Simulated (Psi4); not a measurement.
# BSiN2H5 (SMILES N[SiH]1BN1) at MP2/STO-3G (density fitting, density fitting for correlation, sweep point 1)

Aim: the vertical singlet–triplet gap of BSiN2H5 at MP2/STO-3G (density fitting, density fitting for correlation, sweep point 1), from 2 runs. 

Program for the calculation: Psi4 1.11.

**1. Starting point**

BSiN2H5 has 9 atoms, charge 0, and is taken as a singlet. As SMILES, `N[SiH]1BN1`. The coordinates come from a PBE0-D4/def2-TZVP relaxation. This is one conformer, not always the lowest.

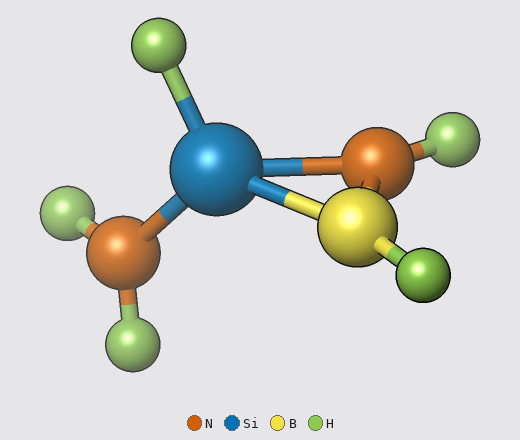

Viewed from a chosen angle; nitrogen orange, silicon blue, boron yellow, hydrogen green.

**2. A single-point energy at MP2/STO-3G (density fitting, density fitting for correlation, sweep point 1)**

The input, calc.inp:

```
memory 1600 MB

molecule m {
  0 1
  N     -0.637800     1.588100     0.218200
  Si     0.258900     0.175500     0.530500
  B     -0.233900    -1.625800     0.110200
  N      0.650500    -0.971600    -0.738400
  H     -0.221300     2.503300     0.212900
  H     -1.561800     1.577300    -0.177300
  H      1.441200     0.620900     1.305200
  H     -0.741300    -2.702400     0.114400
  H      1.134000    -1.211600    -1.592900
  symmetry c1
}

set {
  basis           STO-3G
  puream          true
  scf_type        df
  num_frozen_docc 8
}

energy("mp2")
```

The run is started by

```bash
$ psi4 -i calc.inp -o calc.out -n 1
```

calc.out:

```text
[...]
  Running in c1 symmetry.
[...]
  Nuclear repulsion =  149.962674332369971
[...]
  Multiplicity = 1
[...]
  Nalpha       = 19
  Nbeta        = 19
[...]
    Number of basis functions: 29
[...]
   @DF-RHF iter   1:  -420.31913186537008   -2.84321e+00   8.01942e-03 ADIIS/DIIS
[...]
   @DF-RHF iter  11:  -420.35777136166911   -1.19371e-12   4.17226e-09 DIIS
[...]
    Orbital Energies [Eh]
    ---------------------
    Doubly Occupied:
       1A    -67.990055     2A    -15.248452     3A    -15.231710
       4A     -7.342128     5A     -5.968262     6A     -3.994206
       7A     -3.993454     8A     -3.993161     9A     -1.069780
      10A     -1.039204    11A     -0.686278    12A     -0.601625
      13A     -0.573670    14A     -0.524169    15A     -0.459029
      16A     -0.400795    17A     -0.330332    18A     -0.322343
      19A     -0.253064
[...]
  @DF-RHF Final Energy:  -420.35777136166911
   => Energetics <=
    Nuclear Repulsion Energy =            149.9626743323699714
    One-Electron Energy =                -880.5974568766865787
    Two-Electron Energy =                 310.2770111826475272
    Total Energy =                       -420.3577713616691085
[...]
 Multipole Moments:
 ------------------------------------------------------------------------------------
     Multipole            Electronic (a.u.)      Nuclear  (a.u.)        Total (a.u.)
 ------------------------------------------------------------------------------------
 L = 1.  Multiply by 2.5417464519 to convert [e a0] to [Debye]
 Dipole X            :          0.0699992            0.0213621            0.0913613
 Dipole Y            :         -2.0459797            2.4761916            0.4302119
 Dipole Z            :          0.4691546           -0.6704448           -0.2012901
 Magnitude           :                                                    0.4836805
[...]
```

Run time: 3.6 s. Hardware: 1 thread of Intel Xeon Platinum 8488C (Sapphire Rapids), shared host; peak memory 0.19 GiB.

**3. The triplet**

The input, calc.dat:

```
memory 1600 MB

molecule mol {
  0 3
  N     -0.637800     1.588100     0.218200
  Si     0.258900     0.175500     0.530500
  B     -0.233900    -1.625800     0.110200
  N      0.650500    -0.971600    -0.738400
  H     -0.221300     2.503300     0.212900
  H     -1.561800     1.577300    -0.177300
  H      1.441200     0.620900     1.305200
  H     -0.741300    -2.702400     0.114400
  H      1.134000    -1.211600    -1.592900
  symmetry c1
}

set basis STO-3G
set reference uhf
set puream true
set scf_type df
set num_frozen_docc 8
set maxiter 100

E = energy('mp2')
print_variables()
```

The run is started by

```bash
$ psi4 -n 1 calc.dat calc.out
```

calc.out:

```text
[...]
  Running in c1 symmetry.
[...]
  Nuclear repulsion =  149.962674332369971
[...]
  Multiplicity = 3
[...]
  Nalpha       = 20
  Nbeta        = 18
[...]
    Number of basis functions: 29
[...]
   @DF-UHF iter   1:  -420.07673356124013   -2.60081e+00   9.00242e-03 DIIS/ADIIS
[...]
   @DF-UHF iter  23:  -420.13916981426712   -9.09495e-13   6.92063e-09 DIIS
[...]
   @S^2 Observed:                2.017490507E+00
[...]
    Orbital Energies [Eh]
    ---------------------
    Alpha Occupied:
       1A    -68.062822     2A    -15.276852     3A    -15.191001
       4A     -7.242371     5A     -6.038218     6A     -4.071723
       7A     -4.060289     8A     -4.059858     9A     -1.091715
      10A     -1.043190    11A     -0.710273    12A     -0.626521
      13A     -0.598385    14A     -0.508177    15A     -0.491069
      16A     -0.398197    17A     -0.366775    18A     -0.352386
      19A     -0.294377    20A     -0.066462
    Alpha Virtual:
      21A      0.325208    22A      0.441391    23A      0.523813
      24A      0.571733    25A      0.715395    26A      0.749495
[...]
  @DF-UHF Final Energy:  -420.13916981426712
   => Energetics <=
    Nuclear Repulsion Energy =            149.9626743323699714
    One-Electron Energy =                -879.9713091918258669
    Two-Electron Energy =                 309.8694650451888037
    Total Energy =                       -420.1391698142671203
  UHF NO Occupations:
  HONO-2 :   18  A 1.9953980
  HONO-1 :   19  A 1.0000000
  HONO-0 :   20  A 1.0000000
  LUNO+0 :   21  A 0.0046020
  LUNO+1 :   22  A 0.0022891
[...]
 Multipole Moments:
 ------------------------------------------------------------------------------------
     Multipole            Electronic (a.u.)      Nuclear  (a.u.)        Total (a.u.)
 ------------------------------------------------------------------------------------
 L = 1.  Multiply by 2.5417464519 to convert [e a0] to [Debye]
 Dipole X            :         -0.0029694            0.0213621            0.0183927
 Dipole Y            :         -1.0882055            2.4761916            1.3879861
 Dipole Z            :          0.9629309           -0.6704448            0.2924862
 Magnitude           :                                                    1.4185879
[...]
```

Wall time 3.9 s (1 thread of Intel Xeon Platinum 8488C (Sapphire Rapids), shared host); peak memory 0.19 GiB.

**4. What came out**

Level: MP2/STO-3G (density fitting, density fitting for correlation, sweep point 1), 8 core orbitals frozen.

```
                                                           quantity          value
                                              singlet: total energy  -420.54328 Eh
                       singlet: HOMO energy (Hartree–Fock orbitals)       -6.89 eV
                       singlet: LUMO energy (Hartree–Fock orbitals)        9.33 eV
                     singlet: HOMO–LUMO gap (Hartree–Fock orbitals)       16.22 eV
               singlet: correlation energy (8 core orbitals frozen)     -185.5 mEh
                                              triplet: total energy  -420.29380 Eh
triplet: HOMO energy (Hartree–Fock orbitals) (highest over α and β)       -1.81 eV
 triplet: LUMO energy (Hartree–Fock orbitals) (lowest over α and β)        2.43 eV
               triplet: correlation energy (8 core orbitals frozen)     -154.6 mEh
                         triplet: ⟨S²⟩ of the reference determinant          2.017
                   vertical energy of the triplet above the singlet       6.789 eV
```

In words: At this shape the triplet lies 6.79 eV (157 kcal/mol) above the singlet. In a minimal basis such a difference can be off by several eV, whatever the method.
